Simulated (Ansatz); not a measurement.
| atom | x (Å) | y (Å) | z (Å) |
| --- | --- | --- | --- |
| Ta | -0.0857 | -0.3867 | -0.0866 |
| O | 1.7798 | -0.6157 | -0.2196 |
| H | 2.4969 | -0.4036 | 0.4055 |
| F | 0.0816 | 0.1426 | 1.7390 |
| Cl | -0.4689 | -0.9778 | -2.3256 |
| F | -0.8404 | 1.3107 | -0.3929 |
| F | -1.0565 | -1.8806 | 0.5067 |
| H | 1.4328 | 2.6747 | -0.7123 |
| H | 2.1412 | 2.3851 | -0.7900 |

Core potentials replace the inner electrons of Ta.

All numbers below come from RKS PBE-D4/def2-SVP (Ansatz 0.2.0).

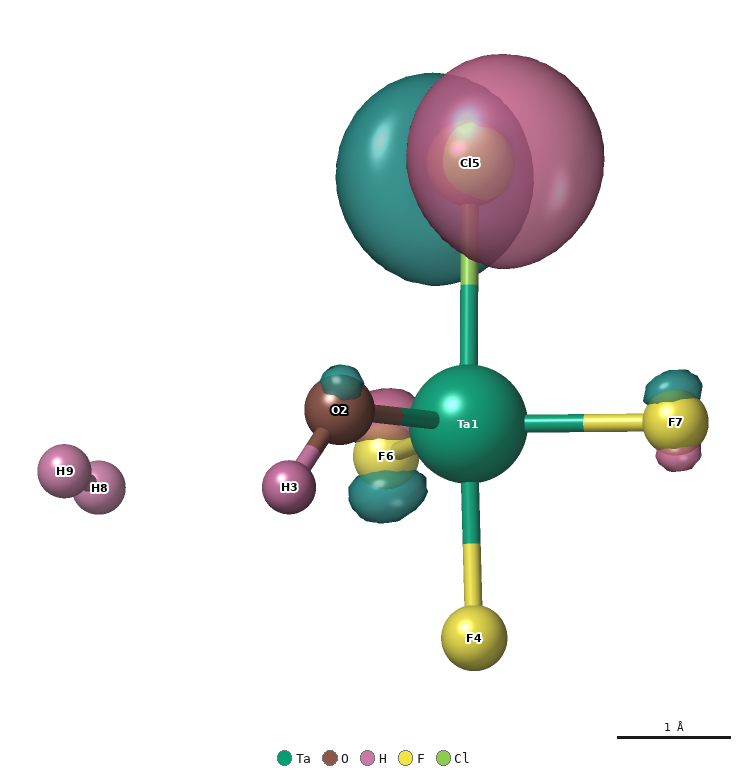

ClF$_{3}$HOTa···H$_{2}$. The HOMO at ±0.2 Å⁻³ᐟ² (teal and pink are the two phases), seen at an oblique angle.

**What is the character of this orbital?**

It lies mainly on Cl5 (about 85 %); largely a lone pair of Cl5. Its energy is −7.99 eV.
